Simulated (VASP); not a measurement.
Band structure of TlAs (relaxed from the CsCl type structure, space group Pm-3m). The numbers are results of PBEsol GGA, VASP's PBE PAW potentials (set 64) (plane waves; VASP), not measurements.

Unless said otherwise, spin-orbit coupling is left out, though it shifts the bands of the heavy elements here.

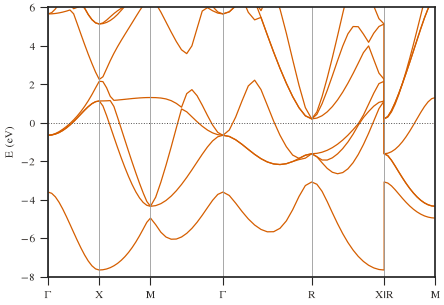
Figure. Bands along high-symmetry lines, zero at the valence-band maximum or, without a gap, the Fermi level

Question: Read the plot: is there a gap, and where are the band edges?

Answer: It has no gap at this level: it comes out as a metal or semimetal. (Edges off the drawn lines would not show.)

The structure was generated: TlAs was put into the CsCl type type (Pm-3m), which need not be its known phase. It was relaxed first, which changed the volume by +16 %.
